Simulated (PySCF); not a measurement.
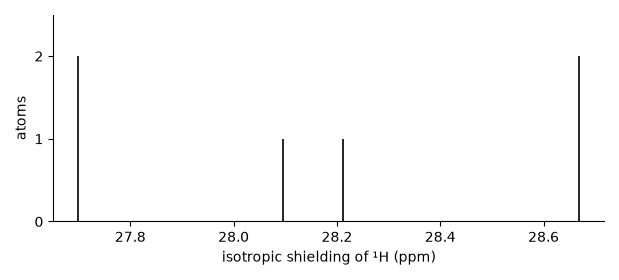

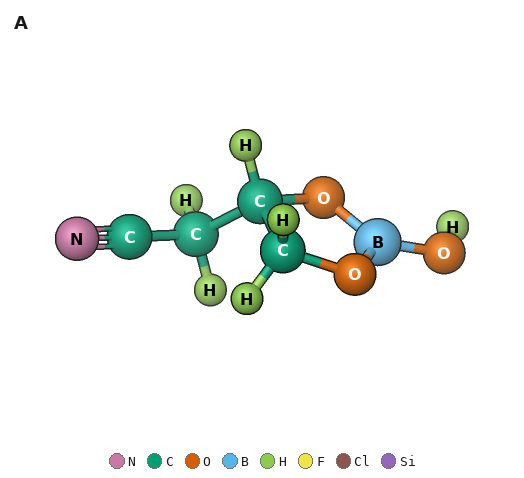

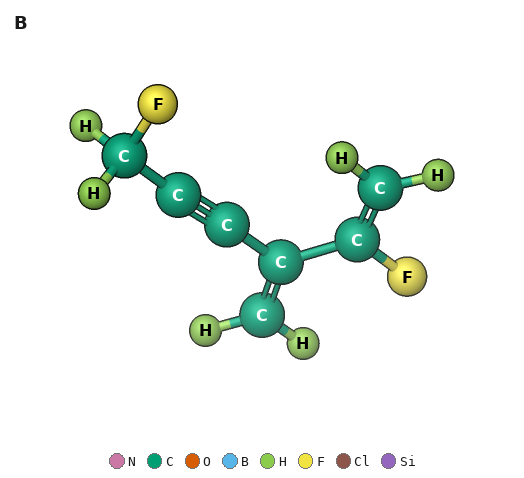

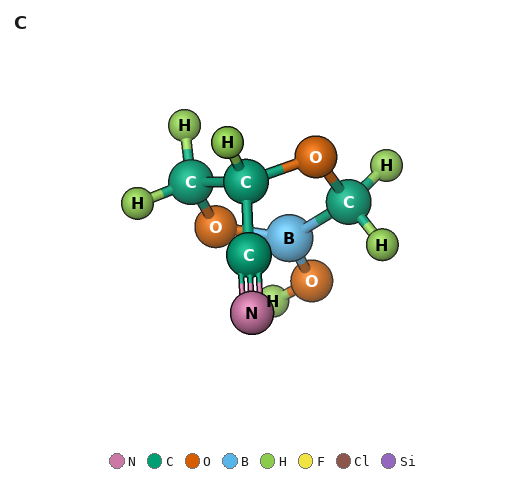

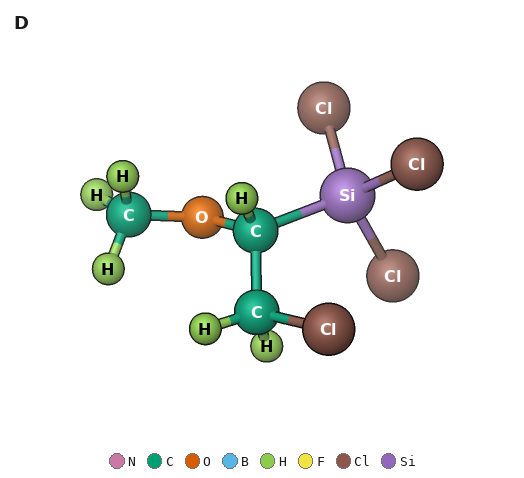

The sticks are computed shieldings of one of the molecules, for one fixed geometry (GFN2-xTB) without averaging over rotations. Low shielding means a high chemical shift. Method: GIAO PBE0/pcSseg-1 NMR shielding, non-relativistic, gas phase (PySCF 2.14.0).

### Match the spectrum to a structure.

D, `CO[C@@H](CCl)[Si](Cl)(Cl)Cl`. Its 6 H atoms give lines at 27.70 (2 atoms), 28.09, 28.21, 28.67 (2 atoms) ppm.

The geometry is semi-empirical. Around B, Si such bond lengths and angles can be off by a tenth of an ångström or more and by several degrees, and values that hang on the shape move with them.
